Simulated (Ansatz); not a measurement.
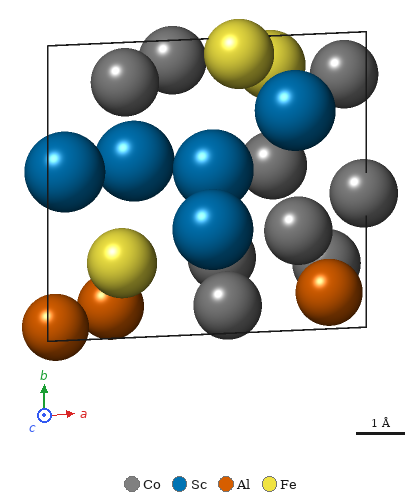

Starting frame of a dynamics run of an amorphous cell of composition Sc5Al3Fe3Co9 (20 atoms in the cell). The picture is a spheres-only view of the simulation cell, seen along the c axis.

Theory: Ansatz 0.2.0, DFT PBE, scalar-relativistic, plane waves, PAW.

Input file:
```yaml
crystal:
  lattice:
    - [6.773293, 0.141481, -0.131923]
    - [0.141481, 6.281528, 0.120683]
    - [-0.131923, 0.120683, 7.023283]
  atoms:
    - { symbol: Co, position: [0.5460280816, 0.2581452559, 0.2200758404] }
    - { symbol: Co, position: [0.7065150781, 0.5624105571, 0.1256453527] }
    - { symbol: Co, position: [0.9922150384, 0.4535848717, 0.9207847625] }
    - { symbol: Co, position: [0.5646762809, 0.0946040918, 0.5608003003] }
    - { symbol: Co, position: [0.7868815437, 0.3368002272, 0.5056666947] }
    - { symbol: Co, position: [0.2420529107, 0.8652539188, 0.7117847379] }
    - { symbol: Co, position: [0.8752347748, 0.2232683852, 0.18960632] }
    - { symbol: Co, position: [0.3911131484, 0.9327368205, 0.3216821659] }
    - { symbol: Co, position: [0.930448636, 0.8596197775, 0.0495301948] }
    - { symbol: Sc, position: [0.518213533, 0.3536479161, 0.8562902079] }
    - { symbol: Sc, position: [0.270960334, 0.5969326558, 0.0523593949] }
    - { symbol: Sc, position: [0.7768548937, 0.7442247898, 0.7249462452] }
    - { symbol: Sc, position: [0.0530854397, 0.570450259, 0.3617517249] }
    - { symbol: Sc, position: [0.5194307913, 0.5559946189, 0.4585643385] }
    - { symbol: Al, position: [0.0238821416, 0.0463823301, 0.4560482014] }
    - { symbol: Al, position: [0.8833863122, 0.1237244627, 0.8123090474] }
    - { symbol: Al, position: [0.1964562677, 0.1092871335, 0.0118953753] }
    - { symbol: Fe, position: [0.2327888092, 0.2534430905, 0.6984436404] }
    - { symbol: Fe, position: [0.6004788428, 0.9439070186, 0.9813507814] }
    - { symbol: Fe, position: [0.6992485645, 0.9016918221, 0.2842415161] }
  symmetry: { detect: false }
basis:
  ecutwfc: 420
  xc_grid: 1
kpoints:
  mp_grid: { grid: [1, 1, 1], shift: [0.25, 0.25, 0.25] }
hamiltonian:
  xc: pbe
scf:
  occupations: { method: fermi_dirac, width: 0.2077 }
  lower_state_search: "off"
  convergence: { dr2_threshold: 1.0e-05 }
output:
  forces: true
  stress: true
md:
  timestep: 3.0
  n_steps: 93
  ensemble: nvt_langevin
  friction: 0.03
  temperature: 2410.0
  initial_velocities: maxwell_boltzmann
  seed: 97989
```

Run as
```bash
ansatz run input.yaml --threads 2 --pin off --max-ram 5120MiB --backend cpu --events-out ev --progress --plain --runs-dir out
```

What does the trajectory do?

Answer. The mean temperature in the second half is 2431 K (standard deviation 437 K). The potential energy is still drifting at the end, so the run hasn't reached equilibrium. The potential energy in the second half lies on average 110 meV per atom above the first frame. The mean pressure there is 3.8 GPa. Root-mean-square distances from the starting positions over the second half, with the common drift of all atoms taken out: Co 0.65 Å, Sc 0.58 Å, Fe 0.50 Å, Al 0.37 Å. Against the typical shortest distance between atoms in the first frame, about 2.3 Å these are large excursions, but over 279 fs one can't yet tell strong vibration from the start of diffusion.

Along the run (each row but the first and the last is the mean over the interval that it begins):

| time (fs) | potential energy (meV/atom) | T (K) | p (GPa) |
| --- | --- | --- | --- |
| 0.0 | 0.0 | 2290 | 0.6 |
| 27.0 | 29.3 | 2365 | 1.5 |
| 54.0 | 51.6 | 1813 | -0.9 |
| 81.0 | 19.6 | 2466 | -1.7 |
| 108.0 | 72.5 | 1965 | -0.9 |
| 135.0 | 97.5 | 1947 | 1.2 |
| 162.0 | 67.8 | 2881 | 2.7 |
| 189.0 | 105.2 | 2650 | 3.8 |
| 216.0 | 108.3 | 2601 | 3.9 |
| 243.0 | 153.5 | 2058 | 5.6 |
| 270.0 | 153.3 | 2233 | 6.4 |

The paths of the atoms:

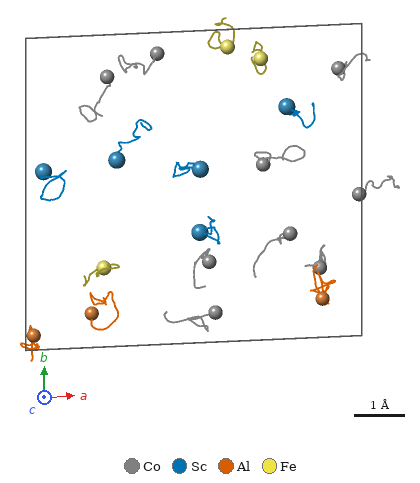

Limits of the set-up: the k-point mesh is coarse for a cell with partly filled bands; the periodic images lie only 6.3 Å apart, so the values are limited by the cell's size.
